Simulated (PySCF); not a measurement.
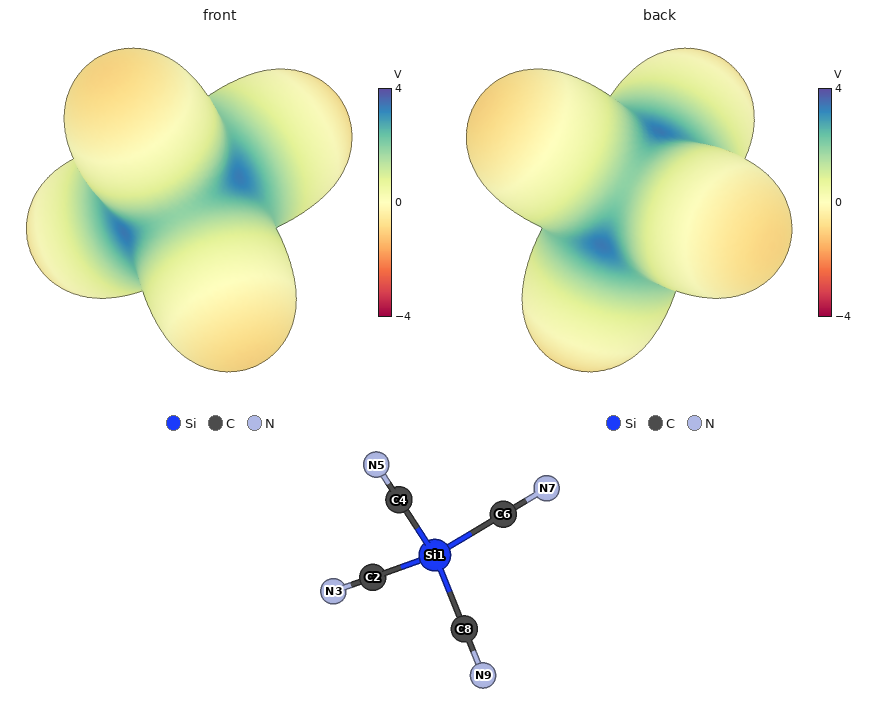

*C$_{4}$N$_{4}$Si (Si(CN)4). The electrostatic potential painted on the density surface at 0.002 e/bohr³, seen from the front and from behind; red is negative and blue positive. The bare structure is drawn below in the same view.*

Geometry: PBE0-D3(BJ)/def2-SVP.

Theory: PySCF, wB97X-D/def2-SVPD, SCF density, gas phase.

The calculation's input:

```
{"job": {"kind": "uv", "xc": "wB97X-D", "basis": "def2-SVPD", "ip": false, "nstates": 10}, "charge": 0, "multiplicity": 1}
Si     0.011457    -0.008154    -0.000018
C     -0.003497    -0.018145     1.833250
N     -0.008450    -0.024837     2.991917
C      1.745127    -0.011479    -0.594960
N      2.841439    -0.010156    -0.969936
C     -0.837567     1.495816    -0.615612
N     -1.371422     2.445933    -1.008869
C     -0.850926    -1.498256    -0.630038
N     -1.393441    -2.440160    -1.031405
```

Launched as:

```sh
OMP_NUM_THREADS=1 python probes_run.py task.json out
```

Question: Describe the electrostatic potential map.

Answer: The most negative region (about −0.9 V) lies over N3, N5, N7 and N9, the most positive (about +3.3 V) over Si1.
